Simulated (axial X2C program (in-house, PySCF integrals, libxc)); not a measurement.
# TeCu: from the state search to constants

What are the state, bond length, wavenumber and bond energy of TeCu, and what does spin–orbit coupling change?

Program: an in-house X2C program for linear molecules on PySCF integrals. Level of theory: all-electron X2C, Te dyall-cv3z, Cu dyall-cv3z. These are calculated values, not measurements.

**1. The job**

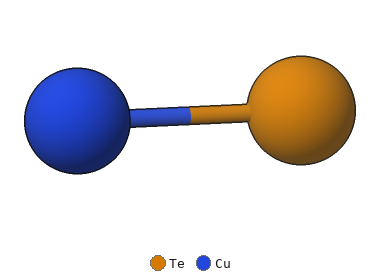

The two atoms at 2.430 Å (tellurium orange, copper blue).

task.json reads:

```json
{"zs": [52, 29], "q": 0, "bas": ["dyall-cv3z", "dyall-cv3z"], "levels": ["PBE0", "HF", "M06"], "cc": true, "r0": 2.43, "thr": -1.0, "nmax": 110, "npts": 10, "nst": 2, "ntry": 8}
```

Keys: zs atomic numbers; q charge; bas basis sets; levels methods (HF also brings MP2); cc coupled cluster on or off; r0 starting distance in Å; thr threshold in hartree for freezing inner shells (an s shell follows its p shell); nmax most natural virtual spinors; npts points asked for on the curve; nst determinants followed; ntry starts of the search.

Command:

```bash
python so2c.py task.json out
```

Spin-free means the one-electron spin-free X2C Hamiltonian; two-component (2c) means X2C with spin–orbit coupling and atomic mean-field two-electron Coulomb and Gaunt terms. Basis: Te dyall-cv3z contracted to [11s12p8d4f1g], Cu dyall-cv3z contracted to [9s9p6d3f2g]; Gaussian nuclei, density fitting. Masses: Te 129.906 u, Cu 62.930 u.

Notation: σ, π±, δ± give the projection m of an orbital's angular momentum (0, ±1, ±2), α and β its spin, Λ and M_S the sums; ω is the projection of a spinor's total angular momentum and Ω the sum. Logs are in hartree.

The results follow Hamiltonian by Hamiltonian and level by level.

**2. Which state to follow**

PBE0 moves the distance from 2.430 Å to 2.365 Å and compares determinants there.

Spin-free determinants:

| ΔE (eV) | state | open shells |
| --- | --- | --- |
| 0.00 | M_S = 1/2, Λ = 1 | beyond closed shells: π+α, π+β, π-α |
| 1.51 | M_S = 1/2, Λ = 0 | beyond closed shells: σα |
| 1.68 | M_S = 3/2, Λ = 0 | beyond closed shells: σα, π+α, π-α |
| 1.84 | M_S = 1/2, Λ = 0 | beyond closed shells: σβ, π+α, π-α |
| 2.41 | M_S = 3/2, Λ = 1 | beyond closed shells: 2 × σα, π+α, π+β, π-α |
| 2.46 | M_S = 1/2, Λ = 0 | beyond closed shells: σα, π+β, π-α |
| 2.49 | M_S = 1/2, Λ = 2 | beyond closed shells: σα, π+α, π+β |

Two-component determinants:

```json
{"ΔE (eV)": "0.00", "state": "Ω = 3/2", "open shells": "excess of +ω over −ω: ω = 3/2"}
{"ΔE (eV)": "0.42", "state": "Ω = 1/2", "open shells": "excess of +ω over −ω: ω = 1/2"}
{"ΔE (eV)": "2.03", "state": "Ω = 1/2", "open shells": "excess of +ω over −ω: 2 × ω = -1/2, ω = 3/2"}
{"ΔE (eV)": "2.29", "state": "Ω = 1/2", "open shells": "excess of +ω over −ω: ω = 1/2"}
{"ΔE (eV)": "2.38", "state": "Ω = 5/2", "open shells": "excess of +ω over −ω: 2 × ω = 1/2, ω = 3/2"}
{"ΔE (eV)": "2.99", "state": "Ω = 5/2", "open shells": "excess of +ω over −ω: ω = 5/2"}
{"ΔE (eV)": "3.20", "state": "Ω = 7/2", "open shells": "excess of +ω over −ω: ω = 1/2, 2 × ω = 3/2"}
```

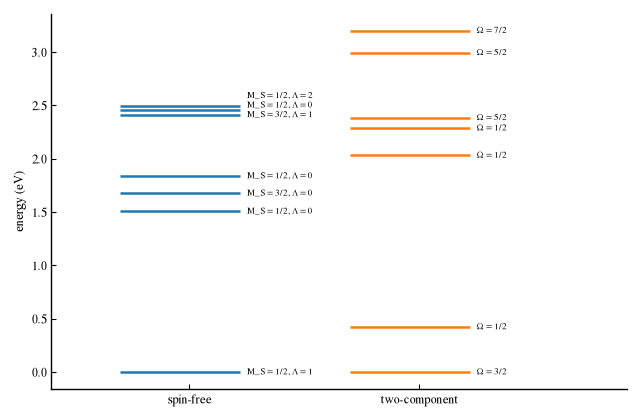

The determinants found, each set from its own lowest.

**3. PBE0, spin-free**

State followed: M_S = 1/2, Λ = 1 (beyond closed shells: π+α, π+β, π-α). The scan is laid around 2.365 Å, a first estimate of the minimum, and this SCF restarts from the orbitals of the search.

Output at 2.365 Å:

```text
spin-free X2C-1e  PBE0
basis functions 229  fitting functions 1215  grid points 5804
iter        total energy     max residual
   1      -8448.100476036     1.65e-05
   2      -8448.100476036     4.09e-05
   3      -8448.100476042     5.49e-06
   4      -8448.100476044     5.14e-06
converged
one-electron -12302.51846754  Coulomb 3762.15924987  exact exchange -60.29718117  xc functional -184.86447215  nuclear repulsion 337.42039495
```

Along the bond, energies from the lowest point:

```csv
R (Å),E (eV),μ (D),HOMO (eV),LUMO (eV),iterations
2.058,0.6966,3.07,-5.80,-3.90,12
2.152,0.2751,3.19,-5.76,-3.87,11
2.223,0.1025,3.27,-5.74,-3.85,11
2.294,0.0184,3.35,-5.72,-3.83,11
2.365,0.0000,3.42,-5.70,-3.81,4
2.448,0.0389,3.51,-5.68,-3.78,11
2.531,0.1235,3.61,-5.67,-3.75,12
2.637,0.2760,3.73,-5.64,-3.72,12
2.767,0.5010,3.88,-5.61,-3.67,12
2.956,0.8569,4.10,-5.57,-3.62,13
```

Dipoles are positive if Cu is the positive end.

Outer orbitals at the reference distance:

```
symmetry  occupied  ε (eV)              atomic character
      σα       yes  -16.60    80% Te s, 9% Cu p, 6% Cu s
      σβ       yes  -15.72    78% Te s, 9% Cu p, 7% Cu s
      σα       yes   -8.94   72% Cu d, 22% Te p, 3% Te s
      σβ       yes   -8.81   76% Cu d, 18% Te p, 3% Te s
     π+α       yes   -8.78             91% Cu d, 8% Te p
     π-α       yes   -8.78             91% Cu d, 8% Te p
     π+β       yes   -8.63             94% Cu d, 5% Te p
     π-β       yes   -8.36             95% Cu d, 4% Te p
     δ-α       yes   -8.35                     100% Cu d
     δ+α       yes   -8.35                     100% Cu d
     δ+β       yes   -8.31                     100% Cu d
     δ-β       yes   -8.29                     100% Cu d
      σα       yes   -7.26  47% Te p, 27% Cu s, 23% Cu d
      σβ       yes   -7.09  48% Te p, 30% Cu s, 18% Cu d
     π+α       yes   -6.46   84% Te p, 10% Cu d, 6% Cu p
     π-α       yes   -6.46   84% Te p, 10% Cu d, 6% Cu p
     π+β       yes   -5.70    85% Te p, 8% Cu p, 7% Cu d
     π-β        no   -3.81   83% Te p, 11% Cu p, 6% Cu d
      σα        no   -2.61  47% Cu s, 34% Cu p, 13% Te p
      σβ        no   -2.54  44% Cu s, 35% Cu p, 15% Te p
     π-α        no   -0.05    88% Cu p, 5% Te p, 5% Te d
```

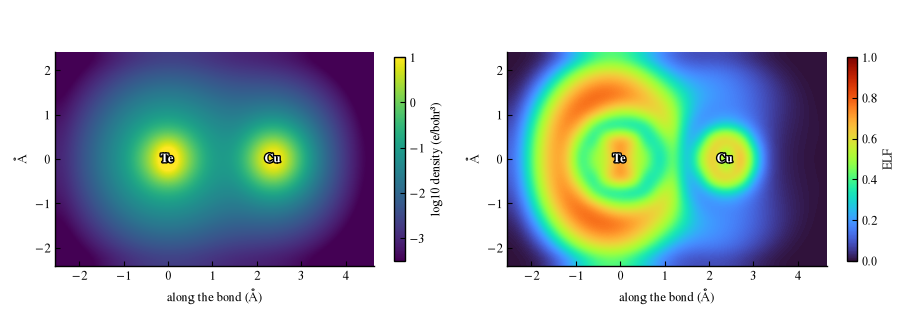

PBE0 fields in a plane through the axis, from a grid of 0.3 Å; Te lies at z = 0 and Cu at z = 2.365 Å; the ELF is damped to zero where the density is low.

Re = 2.353 Å, ωe = 254.3 cm⁻¹, ωexe = 0.728 cm⁻¹, Be = 0.07182 cm⁻¹, De = 2.41 eV, μ = 3.41 D.

**4. HF, spin-free**

Output at 2.365 Å:

```text
spin-free X2C-1e  HF
basis functions 229  fitting functions 1215  grid points 5804
iter        total energy     max residual
   1      -8444.127547410     2.42e-01
   2      -8444.169132989     3.49e-02
   3      -8444.166909317     5.07e-02
   4      -8444.176400715     5.08e-03
   5      -8444.176896267     2.34e-03
   6      -8444.177072463     1.10e-03
   7      -8444.177124104     5.89e-04
   8      -8444.177131908     2.25e-04
   9      -8444.177132794     9.02e-05
  10      -8444.177132989     2.76e-05
  11      -8444.177133012     7.64e-06
  12      -8444.177133017     5.49e-06
  13      -8444.177133019     2.79e-06
  14      -8444.177133020     1.63e-06
converged
one-electron -12304.02278440  Coulomb 3763.88524894  exact exchange -241.45999251  xc functional 0.00000000  nuclear repulsion 337.42039495
```

Re = 2.491 Å, ωe = 214.2 cm⁻¹, ωexe = 0.498 cm⁻¹, Be = 0.0641 cm⁻¹, De = 1.10 eV, μ = 5.54 D.

**5. M06, spin-free**

Output at 2.365 Å:

```text
spin-free X2C-1e  M06
basis functions 229  fitting functions 1215  grid points 5804
iter        total energy     max residual
   1      -8448.801445712     1.42e-01
   2      -8448.808749495     6.51e-03
   3      -8448.807861313     9.01e-03
   4      -8448.810207403     1.27e-03
   5      -8448.810222531     3.77e-04
   6      -8448.810225708     7.04e-04
   7      -8448.810227510     2.19e-04
   8      -8448.810228336     7.06e-05
   9      -8448.810228478     1.54e-05
  10      -8448.810228500     4.08e-06
  11      -8448.810228502     1.57e-06
converged
one-electron -12301.65124625  Coulomb 3761.29682572  exact exchange -65.12205563  xc functional -180.75414729  nuclear repulsion 337.42039495
```

Re = 2.371 Å, ωe = 255.6 cm⁻¹, ωexe = 0.708 cm⁻¹, Be = 0.07076 cm⁻¹, De = 2.48 eV, μ = 2.58 D.

**6. Correlated methods, spin-free**

Correlated methods: 17 electrons correlated (frozen shells, counted by type: Te 4 s, 3 p, 2 d; Cu 3 s, 2 p), 297 virtual spinors in MP2, 110 natural virtuals in coupled cluster.

Output of the correlated part at 2.365 Å:

```text
correlated 17  virtual 297  natural virtual 110  E(MP2) -0.653224025  MP2 remainder -0.041761534
iter   CCSD correlation   residual
   1     -0.520604394   2.50e-01
   2     -0.552401477   1.46e-01
   3     -0.557078021   3.75e-02
   4     -0.557160038   2.03e-02
   5     -0.557269893   1.08e-02
   6     -0.557621954   6.62e-03
   7     -0.557658099   3.04e-03
   8     -0.557582066   1.45e-03
   9     -0.557672448   7.11e-04
  10     -0.557637476   2.76e-04
  11     -0.557645385   1.36e-04
  12     -0.557648259   5.85e-05
  13     -0.557646742   2.89e-05
  14     -0.557646502   1.40e-05
  15     -0.557646677   7.10e-06
  16     -0.557646682   3.61e-06
(T) -0.024808146  T1 0.0380  D1 0.0881  max T2 0.059
```

T1 in the output is the amplitude norm over the root of the electron number; divide by √2 for the Lee–Taylor value.

MP2: Re = 2.332 Å, ωe = 263.1 cm⁻¹, Be = 0.07309 cm⁻¹, De = 2.33 eV.

CCSD: Re = 2.380 Å, ωe = 244.2 cm⁻¹, ωexe = 0.654 cm⁻¹, Be = 0.07021 cm⁻¹, De = 2.23 eV. T1 at Re = 0.027 (Lee–Taylor, the printed value over √2).

CCSD(T): Re = 2.362 Å, ωe = 250.4 cm⁻¹, ωexe = 0.711 cm⁻¹, Be = 0.07127 cm⁻¹, De = 2.30 eV. T1 at Re = 0.027 (Lee–Taylor, the printed value over √2).

**7. A higher determinant, spin-free**

State: M_S = 1/2, Λ = 0 (beyond closed shells: σα).

Output at the reference distance:

```text
spin-free X2C-1e  PBE0
basis functions 229  fitting functions 1215  grid points 5804
iter        total energy     max residual
   1      -8448.045120171     3.28e-05
   2      -8448.045120143     9.42e-05
   3      -8448.045120190     1.70e-05
   4      -8448.045120193     1.73e-05
   5      -8448.045120202     8.55e-06
   6      -8448.045120203     8.78e-07
converged
one-electron -12301.68234685  Coulomb 3761.37022612  exact exchange -60.29672386  xc functional -184.85667057  nuclear repulsion 337.42039495
```

```csv
R (Å),E above the lowest PBE0 point (eV)
2.058,2.176
2.152,1.766
2.223,1.601
2.294,1.522
2.365,1.506
2.448,1.544
2.531,1.621
2.637,1.755
2.767,1.943
```

Re = 2.351 Å, ωe = 247.3 cm⁻¹, ωexe = 1.09 cm⁻¹, Be = 0.07197 cm⁻¹, μ = 4.73 D. Te = 1.51 eV. As a difference of two determinants it need not be a gap between pure terms.

**8. The spin-free curves together**

Energy (eV) of the followed determinant, spin-free, from each level's lowest point:

```csv
R (Å),PBE0,HF,MP2,CCSD,CCSD(T),M06
2.058,0.697,1.211,0.620,n/a,n/a,0.798
2.152,0.275,0.639,0.225,0.336,0.296,0.334
2.223,0.103,0.358,0.070,0.142,0.116,0.137
2.294,0.018,0.173,0.003,0.038,0.025,0.033
2.365,0.000,0.061,0.000,0.000,0.000,0.000
2.448,0.039,0.002,0.056,0.019,0.032,0.027
2.531,0.124,0.000,0.156,0.085,0.110,0.105
2.637,0.276,0.059,0.327,0.219,0.255,0.254
2.767,0.501,0.193,0.574,n/a,n/a,0.479
2.956,0.857,0.450,0.963,n/a,n/a,0.840
```

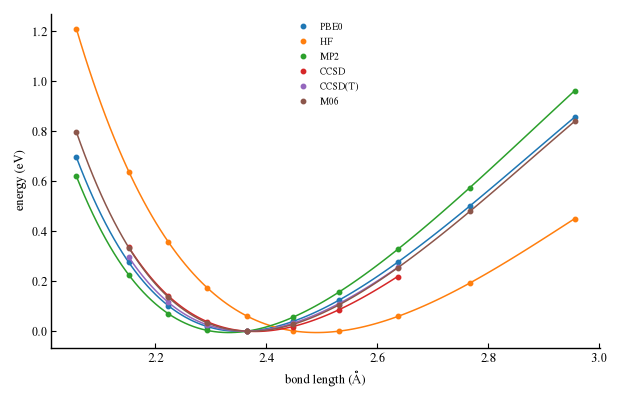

Curves of the followed state, spin-free, each from its own lowest point.

(Part 1 of 2 ends here.)
